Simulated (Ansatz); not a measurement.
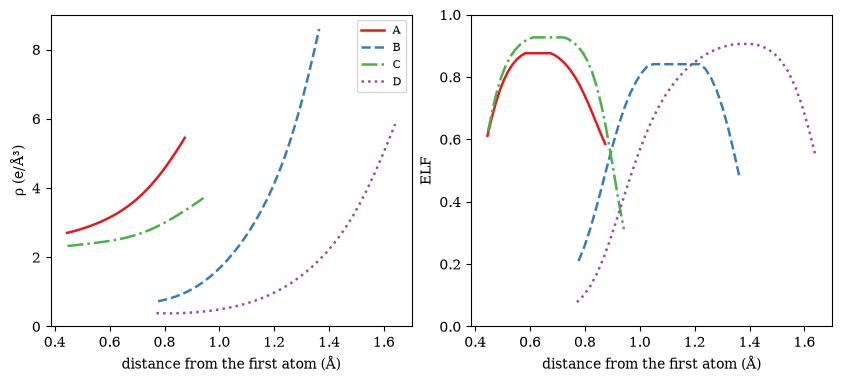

Figure 1: CH$_{4}$FNOSi. Total electron density and electron localisation function along straight lines between neighbouring atoms. The curves leave out the atomic cores.

All numbers below come from RKS BHLYP/def2-SVP (Ansatz 0.2.0).

```json
{"atom": "N", "x (Å)": "0.1607", "y (Å)": "0.4967", "z (Å)": "1.7167"}
{"atom": "C", "x (Å)": "-0.0971", "y (Å)": "0.0180", "z (Å)": "0.5118"}
{"atom": "O", "x (Å)": "0.7852", "y (Å)": "-0.2285", "z (Å)": "-0.3035"}
{"atom": "Si", "x (Å)": "0.4286", "y (Å)": "-1.0265", "z (Å)": "-2.0901"}
{"atom": "F", "x (Å)": "-1.2145", "y (Å)": "-0.8750", "z (Å)": "-1.7817"}
{"atom": "H", "x (Å)": "1.1131", "y (Å)": "0.6783", "z (Å)": "1.9887"}
{"atom": "H", "x (Å)": "-0.5800", "y (Å)": "0.6838", "z (Å)": "2.3674"}
{"atom": "H", "x (Å)": "-1.1469", "y (Å)": "-0.1579", "z (Å)": "0.2579"}
{"atom": "H", "x (Å)": "0.6392", "y (Å)": "0.3648", "z (Å)": "-2.6841"}
```

Q: Which curve belongs to which contact (C–N, C–O, Si–F and Si–O)? The first atom named is at distance zero.

A: Curve A: C–O (1.23 Å): ρ at the midpoint is about 3.2 e/Å³; the ELF peaks at about 0.90 between the atoms: a short, multiple covalent bond. Curve B: Si–F (1.68 Å): ρ at the midpoint is about 0.86 e/Å³; the ELF peaks at about 0.85 in the valence shell of F, 0.6 Å from its nucleus, and is about 0.35 at the midpoint. Curve C: C–N (1.32 Å): ρ at the midpoint is about 2.6 e/Å³; the ELF peaks at about 0.95 between the atoms: localised, covalent bonding. Curve D: Si–O (1.99 Å): ρ at the midpoint is about 0.49 e/Å³, with its minimum of 0.38 e/Å³ about 0.8 Å from Si; the ELF peaks at about 0.90 in the valence shell of O, 0.6 Å from its nucleus, and is about 0.55 at the midpoint.
